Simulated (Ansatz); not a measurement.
System: La₂Ge₂W.

The calculation's input:

```
crystal:
  lattice:
    - [4.4363614757, 0.0, 0.0]
    - [-2.2181807379, 3.8420017384, 0.0]
    - [0.0, 0.0, 8.3931139421]
  atoms:
    - { symbol: La, position: [0.6666666667, 0.3333333333, 0.2768548498] }
    - { symbol: La, position: [0.3333333333, 0.6666666667, 0.7231451502] }
    - { symbol: Ge, position: [0.6666666667, 0.3333333333, 0.9045528489] }
    - { symbol: Ge, position: [0.3333333333, 0.6666666667, 0.0954471511] }
    - { symbol: W, position: [0.0, 0.0, 0.0] }
basis:
  ecutwfc: 420
kpoints:
  mp_grid: { grid: [12, 12, 6] }
  band_path:
    path:
      - [[0.0, 0.0, 0.0], [0.5, 0.0, 0.0], [0.33333333, 0.33333333, 0.0], [0.0, 0.0, 0.0], [0.0, 0.0, 0.5], [0.5, 0.0, 0.5], [0.33333333, 0.33333333, 0.5], [0.0, 0.0, 0.5]]
      - [[0.5, 0.0, 0.5], [0.5, 0.0, 0.0]]
      - [[0.33333333, 0.33333333, 0.5], [0.33333333, 0.33333333, 0.0]]
    npoints: 14
hamiltonian:
  xc: pbe
scf:
  occupations: { method: gaussian, width: 0.1 }
  n_extra_bands: 12
output:
  forces: true
  stress: true
  eigenvalues: true
  populations: true
  dos: { projected: true, de: 0.02, nscf_kmesh: { grid: [15, 15, 8] } }
  bader: true
  write_density: true
  write_potential: true
  elf: true
  volumetric_format: npy
```

Run with:

```sh
ansatz run input.yaml --threads 1 --pin off --max-ram 2560MiB --backend cpu --events-out ev --progress --plain --runs-dir out
```

Below, planes, directions and counts refer to the conventional cell (a = 4.44 Å, b = 4.44 Å, c = 8.39 Å, α = 90.00°, β = 90.00°, γ = 120.00°).

Space group P-3m1; a structure generated by program, which may or may not match a known phase.

Theory: DFT PBE, scalar-relativistic, plane waves, PAW (Ansatz 0.2.0).

### What will maps of the valence pseudo-density and electron localisation function show?

Ge–W (2.68 Å): the density is about 0.38 e/Å³ at the midpoint; the ELF is about 0.40 at the midpoint.
La–Ge (2.98 Å): ρ at the midpoint is about 0.22 e/Å³; the ELF is about 0.20 at the midpoint; no localised pair shows between them.
La–Ge (3.12 Å): ρ is about 0.17 e/Å³ halfway; the ELF is about 0.15 at the midpoint (no localised pair shows between them).
Bader's partition of the density gives La +0.95, Ge −0.87 and W −0.15 e.

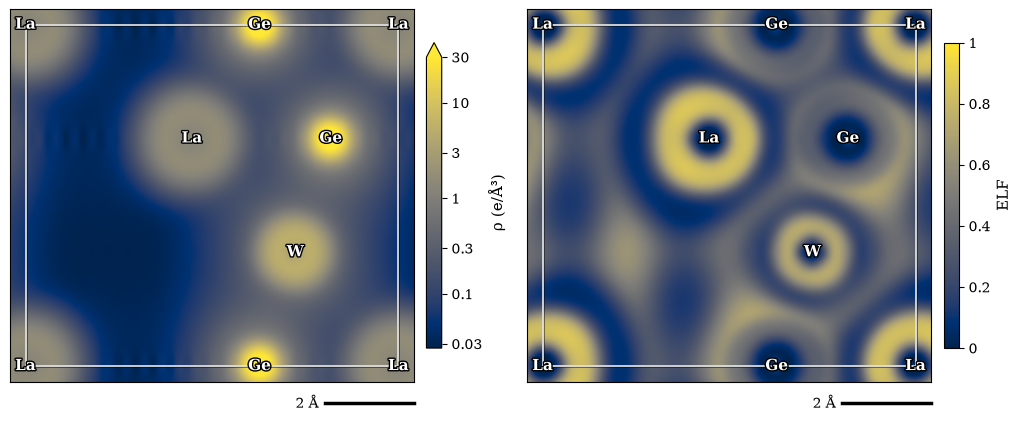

Computed valence pseudo-density and electron localisation function on the (110) plane of the conventional cell, in this order. 

Core electrons are frozen (PAW), and the valence fields are smoothed inside the atomic spheres.
